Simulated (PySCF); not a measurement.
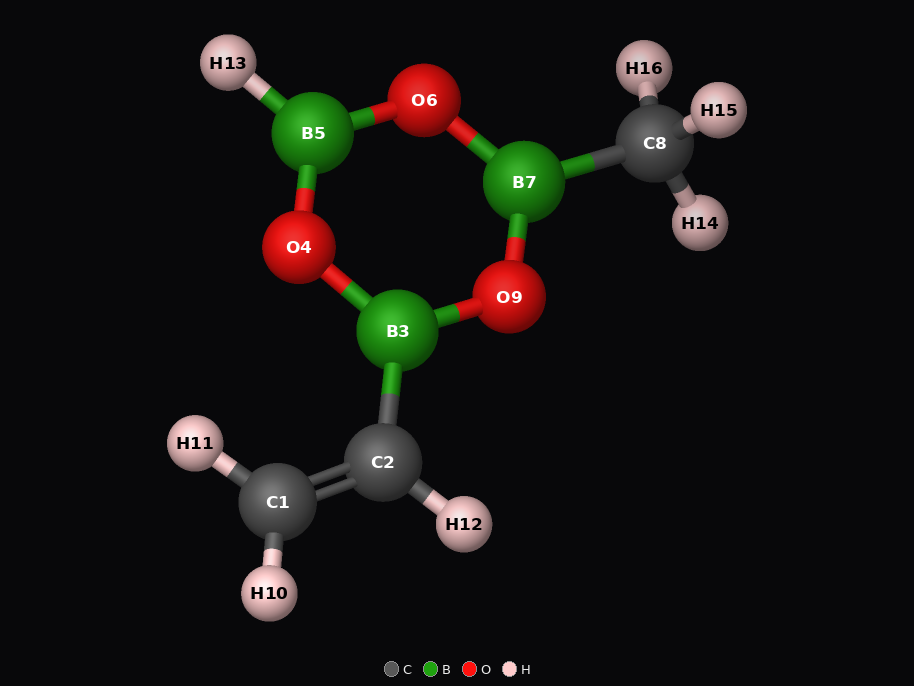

Computed geometry: GFN2-xTB optimisation. No frequency run is at hand to confirm it as a minimum. Electric field gradients from the ground-state density, PBE0/pcSseg-1 (PySCF 2.14.0), non-relativistic apart from any core potentials.

Give the largest field-gradient component, the quadrupole coupling constant and the asymmetry for 11B at B3 (Q = 40.59 mb), 17O at O4 (Q = −25.6 mb), 11B at B5 (Q = 40.59 mb), 17O at O6 (Q = −25.6 mb), 11B at B7 (Q = 40.59 mb), 17O at O9 (Q = −25.6 mb), 2H at H10 (Q = 2.86 mb), 2H at H11 (Q = 2.86 mb), 2H at H12 (Q = 2.86 mb), 2H at H13 (Q = 2.86 mb).

| atom | V_zz (a.u.) | e²qQ/h (MHz) | η |
| --- | --- | --- | --- |
| B3 | 0.368 | 3.51 | 0.51 |
| O4 | −0.797 | 4.80 | 0.87 |
| B5 | 0.401 | 3.83 | 0.45 |
| O6 | −0.817 | 4.92 | 0.79 |
| B7 | 0.391 | 3.73 | 0.49 |
| O9 | −0.815 | 4.90 | 0.86 |
| H10 | 0.331 | 0.222 | 0.02 |
| H11 | 0.330 | 0.222 | 0.02 |
| H12 | 0.325 | 0.218 | 0.03 |
| H13 | 0.238 | 0.160 | 0.03 |

The geometry is semi-empirical. Around B such bond lengths and angles can be off by a tenth of an ångström or more and by several degrees, and values that hang on the shape move with them.
